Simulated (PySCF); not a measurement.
Input

```
{"job": {"kind": "uv", "xc": "B3LYP", "basis": "def2-SVPD", "nstates": 8, "ntriplets": 3}, "charge": 0, "multiplicity": 1}
N     -2.959329     0.094156     0.290245
Si    -1.737773    -1.103678     0.204257
N     -0.247824    -0.166515     0.285957
C     -0.052285     1.054369     0.872115
N      1.173981     1.456086     0.821900
C      1.862843     0.457427     0.174077
C      3.285996     0.541058    -0.073656
O      3.949681    -0.300075    -0.632999
C      0.978208    -0.546742    -0.153578
H     -3.917934    -0.189921     0.402117
H     -2.905197     0.920002    -0.285582
H     -1.606731    -1.887913    -1.025975
H     -1.851126    -1.920563     1.407496
H     -0.857963     1.598803     1.320802
H      3.733884     1.477038     0.308793
H      1.143970    -1.474588    -0.659893
```

Launched as:

```sh
OMP_NUM_THREADS=1 python probes_run.py task.json out
```

Geometry: GFN2-xTB.

All numbers below come from B3LYP/def2-SVPD, SCF density, gas phase (PySCF).

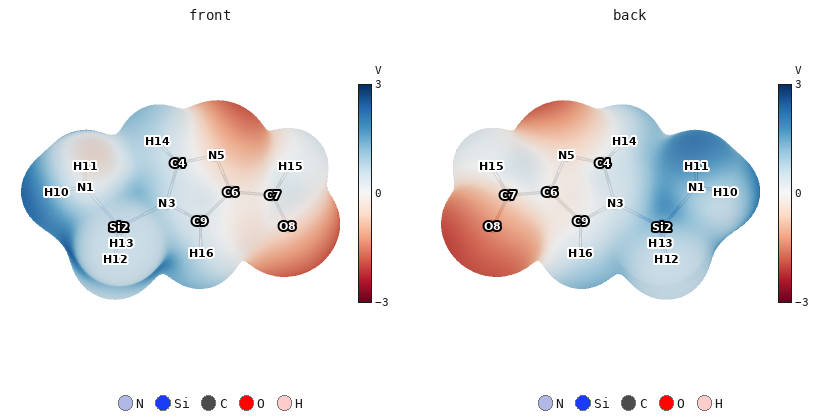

C₄H₇N₃OSi (SMILES N[SiH2]n1cnc(C=O)c1). The electrostatic potential painted on the density surface at 0.002 e/bohr³, seen from the front and from behind; the colour scale runs from red (negative) to blue (positive).

Question: Describe the electrostatic potential map.

Answer: The most negative region (about −2.0 V) lies over O8, the most positive (about +2.4 V) over Si2 and H10. O8 is the likeliest acceptor of a hydrogen bond.
